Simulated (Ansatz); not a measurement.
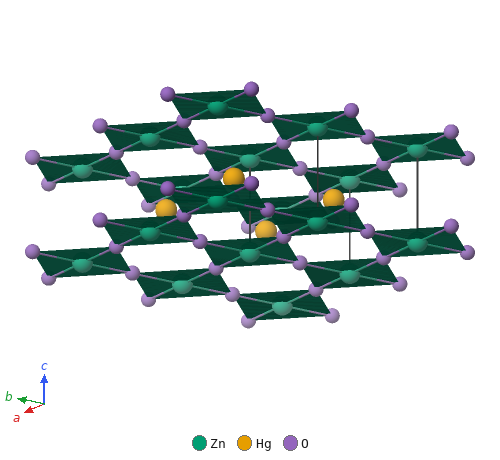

Polyhedra are drawn about Zn (bonds: O–Zn below 2.3 Å); other atoms are plain spheres.

The compound is ZnHgO2 (space group P4/mmm, No. 123), taken as the geometry relaxed with Ansatz 0.2.0, DFT PBE, scalar-relativistic, plane waves, PAW; the starting structure was generated, so it need not be a known form of this composition.

What figure surrounds each Zn atom, and what does it share with the other drawn polyhedra?

Answer. Zn: ZnO4 square, sharing corners with four neighbours.

How do these polyhedra hang together as a whole?

Answer. They form layers of corner-sharing squares parallel to (001). Their corner atoms also have Hg as close neighbours (those links are not drawn).

How far apart are the centres of linked polyhedra?

Answer. Centre to centre across a shared corner: 4.01 Å.
